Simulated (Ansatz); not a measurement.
# AlFH3P: the cost of one run

Computed with the Python package of Ansatz 0.2.0. The levels of theory stand in the script.

### 1 The system

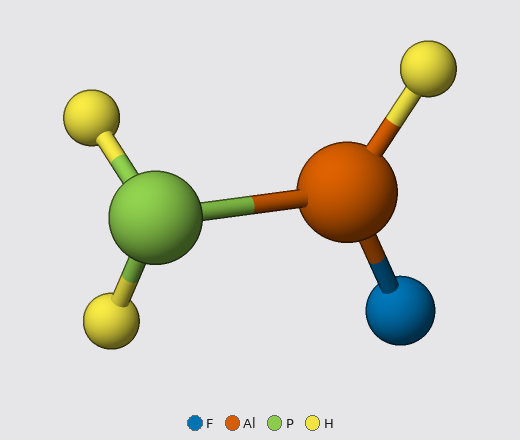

The starting structure, viewed from a chosen angle; fluorine blue, aluminium orange, phosphorus green, hydrogen yellow.

The script holds or builds the structure itself.

### 2 The script

Input file alfh3p_basis.py:

```python
"""Basis-set convergence for AlFH3P."""

import logging
import sys

import ansatz

logging.basicConfig(stream=sys.stdout, format="[%(levelname)s] %(message)s")
log = logging.getLogger("calc")
log.setLevel(logging.INFO)


def main() -> None:
    geometry_ang = [
        ("F", (-1.7889, -1.0726, 0.9272)),
        ("Al", (-0.4844, -0.8267, -0.2522)),
        ("P", (1.2594, 0.6032, 0.247)),
        ("H", (-0.4262, -1.5941, -1.6478)),
        ("H", (0.8772, 1.6081, -0.7102)),
        ("H", (0.6049, 1.2181, 1.3899)),
    ]
    molecule = ansatz.Crystal.molecule()
    for symbol, xyz in geometry_ang:
        molecule = molecule.atom(symbol, xyz)

    setup = molecule.calculation()
    setup = setup.functional("PBE0").scf(lower_state_search="off")

    energies = {}
    for basis in ["STO-3G", "6-31G", "6-31G*", "def2-SVP", "def2-SVPD", "def2-TZVP", "def2-TZVPP"]:
        r = setup.basis(gaussian=basis).run().report
        size = r["n_frozen"] + r["n_occupied"][0] + r["n_virtual"][0]
        energies[basis] = (r["reference_energy_ev"] / 27.211386246, r["free_energy_ev"] / 27.211386246)
        log.info(f"{basis:14s} {size:4d} orbitals  reference {energies[basis][0]:14.6f} Ha  total {energies[basis][1]:14.6f} Ha")

    last = energies["def2-TZVPP"][1]
    for basis, (_, total) in energies.items():
        log.info(f"{basis:14s} lies {27.211386 * (total - last):9.4f} eV above def2-TZVPP")


if __name__ == "__main__":
    main()
```

### 3 What the engine is handed

The package turns the script's settings into the engine's input (first run):

```yaml
crystal:
  periodic: [false, false, false]
  atoms:
    - { symbol: F, position_ang: [-1.7889, -1.0726, 0.9272] }
    - { symbol: Al, position_ang: [-0.4844, -0.8267, -0.2522] }
    - { symbol: P, position_ang: [1.2594, 0.6032, 0.247] }
    - { symbol: H, position_ang: [-0.4262, -1.5941, -1.6478] }
    - { symbol: H, position_ang: [0.8772, 1.6081, -0.7102] }
    - { symbol: H, position_ang: [0.6049, 1.2181, 1.3899] }
basis:
  gaussian:
    orbitals: STO-3G
hamiltonian:
  xc: pbe0
scf:
  lower_state_search: "off"
```

### 4 Running it

On the command line:

```console
$ python alfh3p_basis.py
```

What time and memory should one allow on 1 thread of Arm Neoverse V1, shared host?

About 10 s, with a peak of 0.32 GiB.
